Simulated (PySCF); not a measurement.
# AlH₆NSi: NMR shifts at several levels of theory, part 1 of 2

Aim: compute the NMR shifts of AlH₆NSi (`[AlH2][NH][SiH3]`) at several levels, and see how far they spread and what each costs.

Computed with PySCF 2.14.0, with density-fitted response routines of our own, on a single molecule in the gas phase. Atoms count from 0, in the outputs and in this text.

**1. The molecule as given**

9 atoms, charge 0, multiplicity 1; geometry from: PBE0-D3(BJ)/def2-SVP.

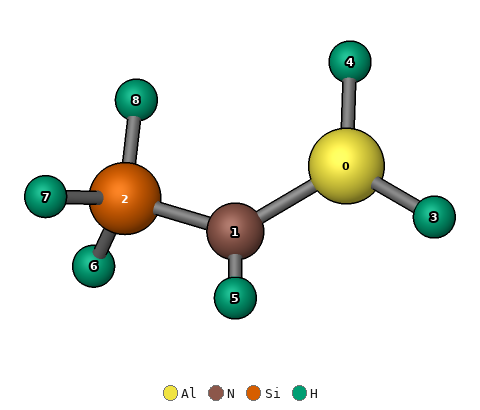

As it starts; aluminium yellow, nitrogen brown, silicon orange, hydrogen teal, atoms numbered.

**2. NMR shieldings: HF/pcSseg-2**

The job: settings as JSON, then the geometry in Å.

```
{"job": {"kind": "nmr", "xc": "HF", "basis": "pcSseg-2", "pop": false}, "charge": 0, "multiplicity": 1}
Al     1.806816    -0.038438    -0.006795
N      0.130983     0.024364     0.620385
Si    -1.387016     0.011741    -0.235804
H      2.982365     0.010516     1.057668
H      2.008787    -0.138394    -1.574841
H      0.036247     0.095329     1.632850
H     -2.249477    -1.150578     0.152262
H     -2.189074     1.252479     0.014198
H     -1.081247    -0.084355    -1.693922
```

Method: GIAO HF/pcSseg-2 NMR shielding, non-relativistic, gas phase.

Command:

```sh
$ OMP_NUM_THREADS=1 python probes_run.py task.json out
```

One launch serves the whole session: the jobs run in the order shown.

Standard output:

```text
final grid: 67040 points
cycle   1  E = -588.8399915795  dE = -2.813e-01  |g| = 3.685e-01  |ddm| = 2.087e+00
cycle   2  E = -588.8810095559  dE = -4.102e-02  |g| = 1.672e-01  |ddm| = 3.990e-01
cycle   3  E = -588.8877198063  dE = -6.710e-03  |g| = 5.894e-02  |ddm| = 1.201e-01
cycle   4  E = -588.8888476496  dE = -1.128e-03  |g| = 8.082e-03  |ddm| = 7.066e-02
cycle   5  E = -588.8888743333  dE = -2.668e-05  |g| = 2.084e-03  |ddm| = 1.054e-02
cycle   6  E = -588.8888773788  dE = -3.045e-06  |g| = 6.599e-04  |ddm| = 3.680e-03
cycle   7  E = -588.8888777280  dE = -3.492e-07  |g| = 1.708e-04  |ddm| = 1.204e-03
cycle   8  E = -588.8888777536  dE = -2.560e-08  |g| = 4.244e-05  |ddm| = 3.100e-04
cycle   9  E = -588.8888777552  dE = -1.583e-09  |g| = 1.016e-05  |ddm| = 9.356e-05
cycle  10  E = -588.8888777553  dE = -8.777e-11  |g| = 2.383e-06  |ddm| = 2.392e-05
converged SCF energy = -588.8888777553

GIAO shielding tensors (ppm)
atom      isotropic    diamagn.    paramagn.     s11        s22        s33       span
  0 Al     398.825     791.042    -392.217    379.578    396.792    420.105     40.527
  1 N      224.520     324.126     -99.606    163.919    247.916    261.724     97.805
  2 Si     435.749     872.993    -437.243    400.450    414.172    492.626     92.176
  3 H       27.437      28.492      -1.055     24.451     25.428     32.432      7.981
  4 H       27.377      28.856      -1.479     24.454     25.953     31.723      7.269
  5 H       30.748      32.844      -2.096     24.089     28.047     40.108     16.019
  6 H       27.283      28.484      -1.201     24.061     25.444     32.345      8.285
  7 H       27.281      28.491      -1.210     24.047     25.448     32.347      8.301
  8 H       27.271      29.170      -1.899     24.336     26.126     31.350      7.014
```

It took 6.6 s on 1 thread of Arm Neoverse V1, shared host; peak memory 0.84 GiB.

The references, computed at this level on geometries of the same kind, shield at (ppm): 1H TMS 31.68, 29Si TMS 383.0, 15N NH3 260.7, 27Al AlH4- 511.7. Their shielding less the atom's gives the shift. The references are single molecules in the gas phase, so shifts against H2O, NH3, PH3, H3PO4 or CFCl3 are not on the usual liquid scales and can be off by tens of ppm. Shifts against hydride references such as AlH4− lie on their own scale. Atoms listed in one row are averaged.

```tsv
atoms	environment	σ (ppm)	δ (ppm)
H6, H7, H8	hydrogen on a silicon bonded to N	27.28	4.40
H3, H4	hydrogen on an aluminium bonded to N	27.41	4.28
H5	hydrogen on a nitrogen bonded to Al, Si	30.75	0.93
Al0	aluminium bonded to N, 2 H	398.8	112.9
N1	nitrogen bonded to Al, Si, H	224.5	36.2
Si2	silicon bonded to N, 3 H	435.7	-52.8
```

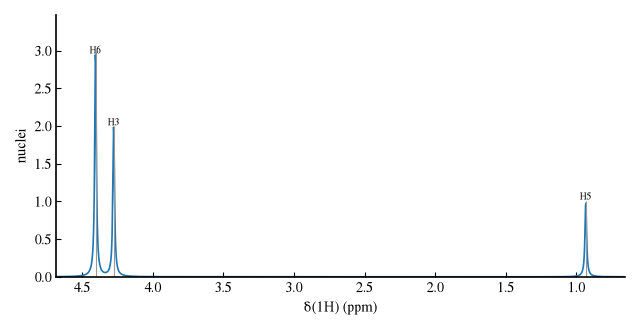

1H lines at the computed shifts, without couplings. Lines are broadened to a width of 0.01 ppm (Lorentzian).

**3. NMR shieldings: LDA/pcSseg-2**

Same as in step 2 but for these lines:

```diff
@@ -1,2 +1,2 @@
-{"job": {"kind": "nmr", "xc": "HF", "basis": "pcSseg-2", "pop": false}, "charge": 0, "multiplicity": 1}
+{"job": {"kind": "nmr", "xc": "LDA", "basis": "pcSseg-2", "pop": false}, "charge": 0, "multiplicity": 1}
 Al     1.806816    -0.038438    -0.006795
```

With the program's defaults for keys left out, this is: GIAO LDA/pcSseg-2 NMR shielding, non-relativistic, gas phase.

Standard output:

```text
coarse grid: 8032 points
cycle   1  E = -587.5782433580  dE = -1.026e-01  |g| = 6.398e-01  |ddm| = 2.215e+00
cycle   2  E = -587.0049348919  dE =  5.733e-01  |g| = 1.573e+00  |ddm| = 1.176e+00
cycle   3  E = -587.6558897713  dE = -6.510e-01  |g| = 1.813e-01  |ddm| = 1.010e+00
cycle   4  E = -587.6657190124  dE = -9.829e-03  |g| = 3.314e-02  |ddm| = 1.986e-01
cycle   5  E = -587.6659664366  dE = -2.474e-04  |g| = 1.079e-02  |ddm| = 3.963e-02
cycle   6  E = -587.6659995744  dE = -3.314e-05  |g| = 2.260e-03  |ddm| = 1.269e-02
cycle   7  E = -587.6660009296  dE = -1.355e-06  |g| = 6.026e-04  |ddm| = 2.758e-03
final grid: 67040 points
cycle   8  E = -587.6673343220  dE = -1.752e-05  |g| = 2.062e-03  |ddm| = 1.534e-02
cycle   9  E = -587.6673324584  dE =  1.864e-06  |g| = 3.466e-03  |ddm| = 2.344e-03
cycle  10  E = -587.6673347613  dE = -2.303e-06  |g| = 9.849e-04  |ddm| = 2.099e-03
cycle  11  E = -587.6673349801  dE = -2.188e-07  |g| = 6.953e-05  |ddm| = 6.254e-04
cycle  12  E = -587.6673349813  dE = -1.212e-09  |g| = 1.538e-05  |ddm| = 9.018e-05
cycle  13  E = -587.6673349814  dE = -7.572e-11  |g| = 3.010e-06  |ddm| = 1.978e-05
converged SCF energy = -587.6673349814

GIAO shielding tensors (ppm)
atom      isotropic    diamagn.    paramagn.     s11        s22        s33       span
  0 Al     296.492     794.559    -498.067    255.052    312.503    321.921     66.869
  1 N      186.342     319.339    -132.997     91.007    218.617    249.402    158.394
  2 Si     358.180     878.282    -520.102    309.602    322.475    442.463    132.861
  3 H       25.771      27.584      -1.813     22.900     23.799     30.613      7.713
  4 H       25.755      27.934      -2.178     23.126     24.416     29.724      6.598
  5 H       28.691      31.277      -2.586     23.242     27.040     35.791     12.549
  6 H       25.457      27.521      -2.063     22.187     23.712     30.473      8.286
  7 H       25.453      27.529      -2.076     22.170     23.714     30.476      8.306
  8 H       25.534      28.226      -2.691     22.991     24.467     29.145      6.153
```

It took 15 s on 1 thread of Arm Neoverse V1, shared host; peak memory 0.88 GiB.

In short: δ Al0 168.6, N1 80.3, Si2 -55.1, H6 5.29, H3 5.01 ppm (means over like atoms).

**4. Nuclear shieldings: PBE/pcSseg-2**

Same as in step 3 but for these lines:

```diff
@@ -1,2 +1,2 @@
-{"job": {"kind": "nmr", "xc": "LDA", "basis": "pcSseg-2", "pop": false}, "charge": 0, "multiplicity": 1}
+{"job": {"kind": "nmr", "xc": "PBE", "basis": "pcSseg-2", "pop": false}, "charge": 0, "multiplicity": 1}
 Al     1.806816    -0.038438    -0.006795
```

With the program's defaults for keys left out, this is: GIAO PBE/pcSseg-2 NMR shielding, non-relativistic, gas phase.

Standard output:

```text
coarse grid: 8032 points
cycle   1  E = -589.9017642767  dE = -9.947e-02  |g| = 6.398e-01  |ddm| = 2.230e+00
cycle   2  E = -589.3740684884  dE =  5.277e-01  |g| = 1.517e+00  |ddm| = 1.165e+00
cycle   3  E = -589.9807057135  dE = -6.066e-01  |g| = 1.777e-01  |ddm| = 9.896e-01
cycle   4  E = -589.9905333113  dE = -9.828e-03  |g| = 3.478e-02  |ddm| = 2.030e-01
cycle   5  E = -589.9908070222  dE = -2.737e-04  |g| = 9.807e-03  |ddm| = 3.851e-02
cycle   6  E = -589.9908342899  dE = -2.727e-05  |g| = 2.183e-03  |ddm| = 1.185e-02
cycle   7  E = -589.9908355224  dE = -1.232e-06  |g| = 6.072e-04  |ddm| = 2.754e-03
final grid: 67040 points
cycle   8  E = -590.0038325007  dE = -3.112e-05  |g| = 7.981e-03  |ddm| = 1.902e-02
cycle   9  E = -590.0037704453  dE =  6.206e-05  |g| = 1.840e-02  |ddm| = 1.267e-02
cycle  10  E = -590.0038452293  dE = -7.478e-05  |g| = 8.464e-04  |ddm| = 9.657e-03
cycle  11  E = -590.0038453903  dE = -1.610e-07  |g| = 1.081e-04  |ddm| = 7.251e-04
cycle  12  E = -590.0038453930  dE = -2.696e-09  |g| = 3.064e-05  |ddm| = 1.368e-04
cycle  13  E = -590.0038453933  dE = -2.751e-10  |g| = 5.346e-06  |ddm| = 3.607e-05
converged SCF energy = -590.0038453933

GIAO shielding tensors (ppm)
atom      isotropic    diamagn.    paramagn.     s11        s22        s33       span
  0 Al     330.961     794.112    -463.151    301.313    344.303    347.267     45.954
  1 N      190.993     319.411    -128.418    105.071    221.641    246.267    141.196
  2 Si     378.536     877.639    -499.103    334.692    346.353    454.563    119.871
  3 H       26.462      28.199      -1.738     23.587     24.468     31.330      7.743
  4 H       26.462      28.634      -2.172     23.787     25.099     30.501      6.714
  5 H       29.398      31.745      -2.348     23.989     27.657     36.548     12.559
  6 H       26.085      28.138      -2.053     22.847     24.344     31.065      8.218
  7 H       26.081      28.147      -2.067     22.829     24.346     31.067      8.238
  8 H       26.191      28.935      -2.745     23.607     25.139     29.826      6.218
```

Run time: 17 s. Hardware: 1 thread of Arm Neoverse V1, shared host; peak memory 0.8 GiB.

This run: δ Al0 147.5, N1 70.0, Si2 -55.1, H6 5.06, H3 4.72 ppm (means over like atoms).

**5. Shielding tensors: BLYP/pcSseg-2**

Same as in step 4 but for these lines:

```diff
@@ -1,2 +1,2 @@
-{"job": {"kind": "nmr", "xc": "PBE", "basis": "pcSseg-2", "pop": false}, "charge": 0, "multiplicity": 1}
+{"job": {"kind": "nmr", "xc": "BLYP", "basis": "pcSseg-2", "pop": false}, "charge": 0, "multiplicity": 1}
 Al     1.806816    -0.038438    -0.006795
```

With the program's defaults for keys left out, this is: GIAO BLYP/pcSseg-2 NMR shielding, non-relativistic, gas phase.

Standard output:

```text
coarse grid: 8032 points
cycle   1  E = -590.2337127355  dE = -9.123e-02  |g| = 6.965e-01  |ddm| = 2.240e+00
cycle   2  E = -589.5762627170  dE =  6.575e-01  |g| = 1.669e+00  |ddm| = 1.286e+00
cycle   3  E = -590.3250344373  dE = -7.488e-01  |g| = 2.048e-01  |ddm| = 1.106e+00
cycle   4  E = -590.3382222339  dE = -1.319e-02  |g| = 4.318e-02  |ddm| = 2.397e-01
cycle   5  E = -590.3386384858  dE = -4.163e-04  |g| = 1.165e-02  |ddm| = 4.668e-02
cycle   6  E = -590.3386751642  dE = -3.668e-05  |g| = 2.470e-03  |ddm| = 1.406e-02
cycle   7  E = -590.3386767660  dE = -1.602e-06  |g| = 6.985e-04  |ddm| = 3.127e-03
final grid: 67040 points
cycle   8  E = -590.3513865512  dE = -2.121e-05  |g| = 5.013e-03  |ddm| = 1.623e-02
cycle   9  E = -590.3513631532  dE =  2.340e-05  |g| = 1.133e-02  |ddm| = 8.097e-03
cycle  10  E = -590.3513913728  dE = -2.822e-05  |g| = 9.622e-04  |ddm| = 6.128e-03
cycle  11  E = -590.3513915633  dE = -1.905e-07  |g| = 1.609e-04  |ddm| = 7.235e-04
cycle  12  E = -590.3513915703  dE = -6.998e-09  |g| = 2.964e-05  |ddm| = 1.828e-04
cycle  13  E = -590.3513915706  dE = -2.756e-10  |g| = 8.126e-06  |ddm| = 3.629e-05
converged SCF energy = -590.3513915706

GIAO shielding tensors (ppm)
atom      isotropic    diamagn.    paramagn.     s11        s22        s33       span
  0 Al     327.953     793.742    -465.789    300.519    339.307    344.033     43.515
  1 N      184.816     318.909    -134.093     98.786    216.147    239.513    140.727
  2 Si     370.097     876.967    -506.870    327.383    338.665    444.244    116.861
  3 H       26.779      28.463      -1.683     23.907     24.816     31.616      7.709
  4 H       26.771      28.848      -2.077     24.097     25.424     30.791      6.694
  5 H       29.638      32.045      -2.407     24.504     28.024     36.387     11.882
  6 H       26.385      28.318      -1.934     23.179     24.667     31.308      8.129
  7 H       26.380      28.327      -1.946     23.161     24.669     31.311      8.150
  8 H       26.508      29.082      -2.574     23.950     25.471     30.103      6.153
```

It took 17 s on 1 thread of Arm Neoverse V1, shared host; peak memory 0.8 GiB.

Key values: δ Al0 144.9, N1 72.7, Si2 -60.4, H6 4.95, H3 4.60 ppm (means over like atoms).

**6. Shielding tensors: BP86/pcSseg-2**

Same as in step 5 but for these lines:

```diff
@@ -1,2 +1,2 @@
-{"job": {"kind": "nmr", "xc": "BLYP", "basis": "pcSseg-2", "pop": false}, "charge": 0, "multiplicity": 1}
+{"job": {"kind": "nmr", "xc": "BP86", "basis": "pcSseg-2", "pop": false}, "charge": 0, "multiplicity": 1}
 Al     1.806816    -0.038438    -0.006795
```

Method: GIAO BP86/pcSseg-2 NMR shielding, non-relativistic, gas phase.

Standard output:

```text
coarse grid: 8032 points
cycle   1  E = -590.3233415864  dE = -1.008e-01  |g| = 6.382e-01  |ddm| = 2.225e+00
cycle   2  E = -589.8179222963  dE =  5.054e-01  |g| = 1.499e+00  |ddm| = 1.134e+00
cycle   3  E = -590.4024227171  dE = -5.845e-01  |g| = 1.743e-01  |ddm| = 9.585e-01
cycle   4  E = -590.4119293054  dE = -9.507e-03  |g| = 3.387e-02  |ddm| = 1.981e-01
cycle   5  E = -590.4121922772  dE = -2.630e-04  |g| = 9.455e-03  |ddm| = 3.703e-02
cycle   6  E = -590.4122168488  dE = -2.457e-05  |g| = 2.195e-03  |ddm| = 1.128e-02
cycle   7  E = -590.4122180933  dE = -1.244e-06  |g| = 6.085e-04  |ddm| = 2.680e-03
final grid: 67040 points
cycle   8  E = -590.4252704464  dE = -3.106e-05  |g| = 3.671e-03  |ddm| = 1.787e-02
cycle   9  E = -590.4252630157  dE =  7.431e-06  |g| = 6.612e-03  |ddm| = 4.516e-03
cycle  10  E = -590.4252720960  dE = -9.080e-06  |g| = 1.347e-03  |ddm| = 3.854e-03
cycle  11  E = -590.4252724898  dE = -3.938e-07  |g| = 1.413e-04  |ddm| = 8.445e-04
cycle  12  E = -590.4252724935  dE = -3.724e-09  |g| = 3.470e-05  |ddm| = 1.471e-04
cycle  13  E = -590.4252724938  dE = -2.512e-10  |g| = 6.735e-06  |ddm| = 3.548e-05
converged SCF energy = -590.4252724938

GIAO shielding tensors (ppm)
atom      isotropic    diamagn.    paramagn.     s11        s22        s33       span
  0 Al     331.775     794.151    -462.375    302.672    344.775    347.879     45.208
  1 N      190.852     319.875    -129.023    104.828    221.602    246.126    141.298
  2 Si     377.170     877.651    -500.481    334.058    345.737    451.714    117.656
  3 H       26.526      28.259      -1.733     23.657     24.541     31.379      7.721
  4 H       26.523      28.654      -2.131     23.840     25.166     30.563      6.723
  5 H       29.456      31.793      -2.337     24.081     27.706     36.583     12.502
  6 H       26.156      28.166      -2.010     22.927     24.411     31.130      8.204
  7 H       26.152      28.174      -2.023     22.909     24.413     31.133      8.224
  8 H       26.266      28.938      -2.672     23.665     25.216     29.917      6.252
```

Run time: 17 s. Hardware: 1 thread of Arm Neoverse V1, shared host; peak memory 0.66 GiB.

In short: δ Al0 144.7, N1 68.4, Si2 -55.1, H6 5.04, H3 4.71 ppm (means over like atoms).

**7. Nuclear shieldings: OPBE/pcSseg-2**

Same as in step 6 but for these lines:

```diff
@@ -1,2 +1,2 @@
-{"job": {"kind": "nmr", "xc": "BP86", "basis": "pcSseg-2", "pop": false}, "charge": 0, "multiplicity": 1}
+{"job": {"kind": "nmr", "xc": "OPBE", "basis": "pcSseg-2", "pop": false}, "charge": 0, "multiplicity": 1}
 Al     1.806816    -0.038438    -0.006795
```

With the program's defaults for keys left out, this is: GIAO OPBE/pcSseg-2 NMR shielding, non-relativistic, gas phase.

Standard output:

```text
coarse grid: 8032 points
cycle   1  E = -590.1577613142  dE = -1.282e-01  |g| = 5.730e-01  |ddm| = 2.251e+00
cycle   2  E = -589.7980727197  dE =  3.597e-01  |g| = 1.284e+00  |ddm| = 1.045e+00
cycle   3  E = -590.2269102505  dE = -4.288e-01  |g| = 1.304e-01  |ddm| = 8.434e-01
cycle   4  E = -590.2323959397  dE = -5.486e-03  |g| = 2.851e-02  |ddm| = 1.588e-01
cycle   5  E = -590.2326102742  dE = -2.143e-04  |g| = 7.369e-03  |ddm| = 3.270e-02
cycle   6  E = -590.2326265489  dE = -1.627e-05  |g| = 1.641e-03  |ddm| = 9.125e-03
cycle   7  E = -590.2326272817  dE = -7.328e-07  |g| = 4.869e-04  |ddm| = 2.245e-03
final grid: 67040 points
cycle   8  E = -590.2428927023  dE = -1.418e-04  |g| = 1.098e-02  |ddm| = 3.384e-02
cycle   9  E = -590.2428775631  dE =  1.514e-05  |g| = 1.122e-02  |ddm| = 8.436e-03
cycle  10  E = -590.2428939641  dE = -1.640e-05  |g| = 6.135e-03  |ddm| = 8.597e-03
cycle  11  E = -590.2429023920  dE = -8.428e-06  |g| = 3.552e-04  |ddm| = 3.386e-03
cycle  12  E = -590.2429024130  dE = -2.096e-08  |g| = 9.441e-05  |ddm| = 3.224e-04
cycle  13  E = -590.2429024149  dE = -1.920e-09  |g| = 2.008e-05  |ddm| = 9.651e-05
cycle  14  E = -590.2429024150  dE = -1.223e-10  |g| = 2.399e-06  |ddm| = 2.188e-05
converged SCF energy = -590.2429024150

GIAO shielding tensors (ppm)
atom      isotropic    diamagn.    paramagn.     s11        s22        s33       span
  0 Al     368.478     794.305    -425.828    346.349    374.194    384.890     38.541
  1 N      207.924     320.038    -112.114    135.938    235.324    252.512    116.574
  2 Si     404.542     878.203    -473.662    363.063    375.147    475.416    112.353
  3 H       26.673      28.382      -1.708     23.811     24.641     31.568      7.757
  4 H       26.710      29.007      -2.297     23.986     25.324     30.820      6.833
  5 H       29.739      31.613      -1.875     23.820     27.658     37.738     13.918
  6 H       26.211      28.388      -2.177     22.977     24.454     31.203      8.226
  7 H       26.207      28.399      -2.192     22.960     24.456     31.206      8.246
  8 H       26.315      29.305      -2.989     23.653     25.257     30.036      6.383
```

Wall time 18 s (1 thread of Arm Neoverse V1, shared host); peak memory 0.66 GiB.

In short: δ Al0 128.3, N1 54.9, Si2 -49.0, H6 4.95, H3 4.51 ppm (means over like atoms).

**8. Shielding tensors: KT2/pcSseg-2**

Same as in step 7 but for these lines:

```diff
@@ -1,2 +1,2 @@
-{"job": {"kind": "nmr", "xc": "OPBE", "basis": "pcSseg-2", "pop": false}, "charge": 0, "multiplicity": 1}
+{"job": {"kind": "nmr", "xc": "KT2", "basis": "pcSseg-2", "pop": false}, "charge": 0, "multiplicity": 1}
 Al     1.806816    -0.038438    -0.006795
```

Level: GIAO KT2/pcSseg-2 NMR shielding, non-relativistic, gas phase.

Standard output:

```text
coarse grid: 8032 points
cycle   1  E = -595.9323231769  dE = -9.144e-02  |g| = 5.938e-01  |ddm| = 2.165e+00
cycle   2  E = -595.4727655626  dE =  4.596e-01  |g| = 1.403e+00  |ddm| = 1.118e+00
cycle   3  E = -596.0085800109  dE = -5.358e-01  |g| = 1.399e-01  |ddm| = 9.301e-01
cycle   4  E = -596.0151737969  dE = -6.594e-03  |g| = 3.013e-02  |ddm| = 1.846e-01
cycle   5  E = -596.0154375066  dE = -2.637e-04  |g| = 9.872e-03  |ddm| = 3.950e-02
cycle   6  E = -596.0154635271  dE = -2.602e-05  |g| = 1.640e-03  |ddm| = 1.142e-02
cycle   7  E = -596.0154643680  dE = -8.409e-07  |g| = 5.505e-04  |ddm| = 2.494e-03
final grid: 67040 points
cycle   8  E = -596.0464954585  dE = -1.412e-04  |g| = 1.535e-02  |ddm| = 3.684e-02
cycle   9  E = -596.0464363971  dE =  5.906e-05  |g| = 2.000e-02  |ddm| = 1.498e-02
cycle  10  E = -596.0465013597  dE = -6.496e-05  |g| = 8.414e-03  |ddm| = 1.414e-02
cycle  11  E = -596.0465174685  dE = -1.611e-05  |g| = 4.428e-04  |ddm| = 4.750e-03
cycle  12  E = -596.0465175264  dE = -5.792e-08  |g| = 1.108e-04  |ddm| = 5.761e-04
cycle  13  E = -596.0465175297  dE = -3.249e-09  |g| = 2.420e-05  |ddm| = 1.112e-04
cycle  14  E = -596.0465175298  dE = -1.496e-10  |g| = 3.443e-06  |ddm| = 3.221e-05
converged SCF energy = -596.0465175298

GIAO shielding tensors (ppm)
atom      isotropic    diamagn.    paramagn.     s11        s22        s33       span
  0 Al     351.194     796.634    -445.440    320.828    365.755    367.000     46.172
  1 N      191.994     320.221    -128.227    104.951    222.528    248.502    143.550
  2 Si     402.973     879.923    -476.950    360.241    371.109    477.569    117.328
  3 H       26.486      28.096      -1.609     23.598     24.507     31.353      7.756
  4 H       26.479      28.564      -2.085     23.806     25.133     30.497      6.691
  5 H       29.348      31.950      -2.602     23.914     27.538     36.592     12.678
  6 H       26.125      28.053      -1.928     22.864     24.370     31.140      8.276
  7 H       26.120      28.063      -1.943     22.846     24.372     31.142      8.296
  8 H       26.235      28.928      -2.694     23.657     25.167     29.880      6.223
```

Wall time 18 s (1 thread of Arm Neoverse V1, shared host); peak memory 0.73 GiB.

This run: δ Al0 141.8, N1 68.1, Si2 -52.0, H6 5.02, H3 4.69 ppm (means over like atoms).

(Continued in part 2 of 2.)
